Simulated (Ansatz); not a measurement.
## Work function of Al(100): what the settings cost and change: slab, setting 1 layer

Ansatz 0.2.0; plane-wave DFT, PBE, Ansatz PAW.

A work function rests on the faint tail of the density, so the SCF threshold is tight. The slab grows from one layer, at fixed mesh and 18 Å of vacuum; then the vacuum is varied on one slab.

File input.yaml:

```yaml
crystal:
  lattice:
    - [2.8637824638, 0.0, 0.0]
    - [0.0, 2.8637824638, 0.0]
    - [0.0, 0.0, 18.0]
  atoms:
    - { symbol: Al, position: [0.5, 0.5, 0.5] }
kpoints:
  mp_grid: { grid: [14, 14, 1] }
hamiltonian:
  xc: pbe
scf:
  occupations: { method: fermi_dirac, width: 0.1 }
  convergence: { dr2_threshold: 1.0e-09 }
efield:
  axis: 3
  dipole_correction: true
  ramp_position: 0.97
  ramp_width: 0.06
output:
  write_potential: true
  write_density: true
  volumetric_format: npy
  elf: true
```

Launch:

```sh
> ansatz run input.yaml --threads 2 --pin off --max-ram 3072MiB --backend cpu --events-out ev --progress --plain --runs-dir out
```

Before running it: what should come out for the work function, upper face; and electron's electrostatic potential energy less the Fermi level against z?

In the vacuum the potential turns flat, and its height over the Fermi level, 4.23 eV, is the work function of the face beside that plateau.

Numbers from this step:

| Quantity | Value |
| --- | --- |
| work function, upper face | 4.233 eV |

Running mean over 2.025 Å of the planar mean; the ramp of the sawtooth is left out. The electron's electrostatic potential energy less the Fermi level by z:

| z (Å) | electron's electrostatic potential energy less the Fermi level (eV) |
| --- | --- |
| 3.0 | 4.23 |
| 3.5 | 4.23 |
| 4.0 | 4.23 |
| 4.5 | 4.23 |
| 5.0 | 4.22 |
| 5.5 | 4.20 |
| 6.0 | 4.14 |
| 6.5 | 3.95 |
| 7.0 | 3.35 |
| 7.5 | 1.72 |
| 8.0 | -0.639 |
| 8.5 | -2.87 |
| 9.0 | -3.87 |
| 9.5 | -2.87 |
| 10.0 | -0.639 |
| 10.5 | 1.72 |
| 11.0 | 3.35 |
| 11.5 | 3.95 |
| 12.0 | 4.14 |
| 12.5 | 4.20 |
| 13.0 | 4.22 |
| 13.5 | 4.23 |
| 14.0 | 4.23 |
| 14.5 | 4.23 |
| 15.0 | 4.23 |

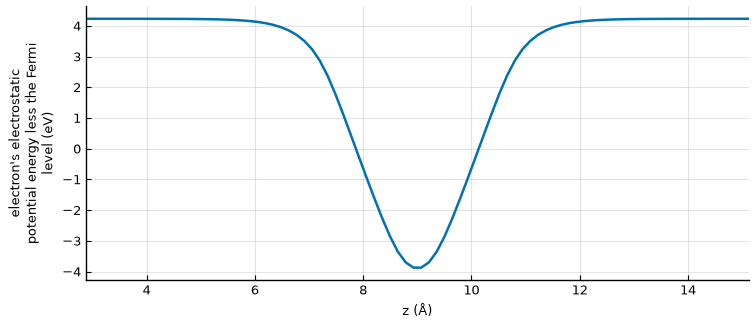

Electron's electrostatic potential energy less the Fermi level, plotted against z.

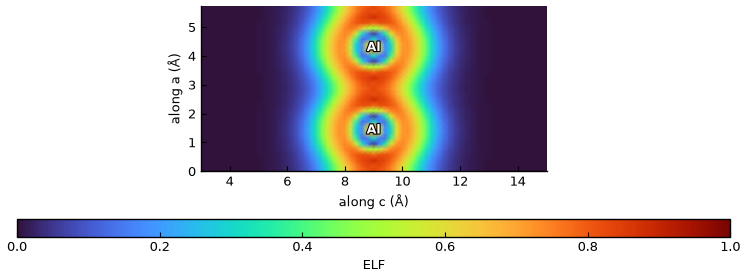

ELF in the ca plane at fractional y = 0.500, with atoms of Al within 0.2 Å of it. It is the smooth field of the valence electrons, not physical close to the nuclei. The far vacuum is left out of the map.

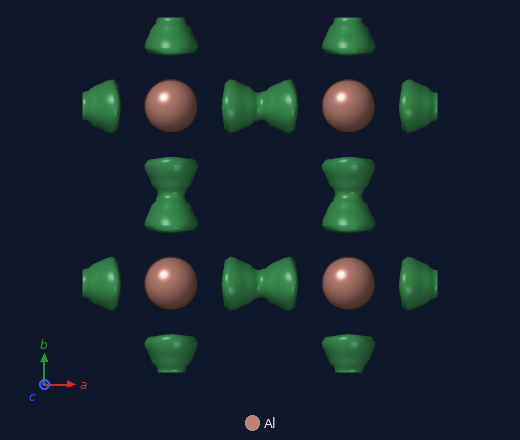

Surface of ELF = 0.8. 2×2×1 cells are drawn.

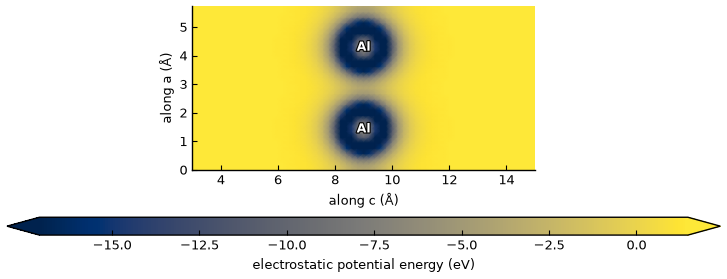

Electrostatic potential energy in the ca plane at fractional y = 0.500, with atoms of Al within 0.2 Å of it. With pseudopotentials it is smooth inside the atoms' cores, unlike the true potential.

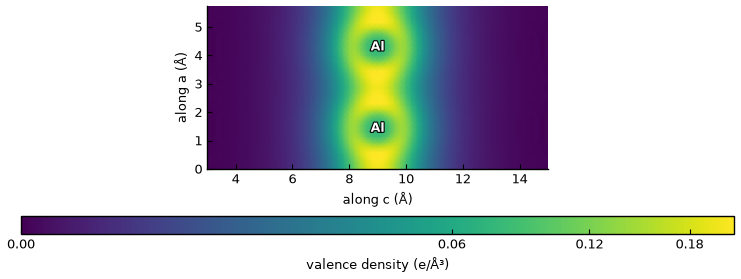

Valence density in the ca plane at fractional y = 0.500, with atoms of Al within 0.2 Å of it. The colour scale is stretched toward low values.

[Logs are printed without paths, hosts, clocks, repeated set-up lines and the standing remarks that a program may print on its own settings, such as how far it seeks lower states.]

[Hosts, paths, dates, database ids (printed as entryN), source tags and the programs' standing remarks are cut or masked in the printed files.]

[Maps of the electrostatic potential energy from Ansatz leave out the sawtooth potential of an applied field or a dipole correction, so their vacuum need not be flat; planar profiles and work functions include it.]
